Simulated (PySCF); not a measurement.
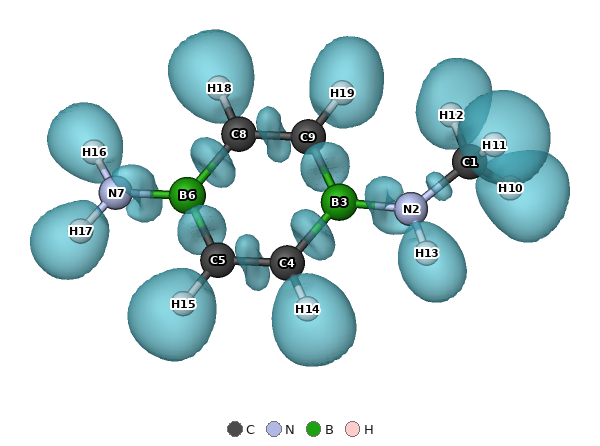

C5H10B2N2. Isosurface of the electron localisation function at 0.85 (cyan), seen at a tilt. Core shells and regions of very low density are left out.

Geometry: GFN2-xTB.

Level of theory: PBE0/pcSseg-1, SCF density, gas phase, non-relativistic in PySCF 2.14.0.

```xyz
19

C    -3.1789    0.7743    0.0390
N    -2.1677   -0.0568   -0.5654
B    -0.7923   -0.0844   -0.3553
C     0.0629   -1.1093   -1.1682
C     1.3886   -1.2022   -0.9945
B     2.1180   -0.2816    0.0311
N     3.4900   -0.3864    0.2340
C     1.2710    0.7582    0.8279
C    -0.0555    0.8508    0.6546
H    -3.9202    0.1661    0.5674
H    -3.7014    1.3660   -0.7194
H    -2.7197    1.4545    0.7508
H    -2.5645   -0.7004   -1.2368
H    -0.4233   -1.7654   -1.8901
H     1.9531   -1.9292   -1.5767
H     4.0002    0.1861    0.8857
H     4.0757   -1.0433   -0.2540
H     1.7577    1.4222    1.5411
H    -0.6032    1.5901    1.2365
```

Where are the electrons localised?

Answer. The ELF exceeds this value in four regions between bonded B–C atoms (shared pairs), two regions between bonded B–N atoms (shared pairs), two regions between bonded C–C atoms (shared pairs), one region between bonded C–N atoms (shared pairs) and ten regions around hydrogen nuclei. Profiles from the grid: C–C (1.34 Å): the ELF peaks at about 0.95 between the atoms: a short, multiple covalent bond. B–N (1.39 Å): the ELF peaks at about 0.95 between the atoms (a polar covalent bond).
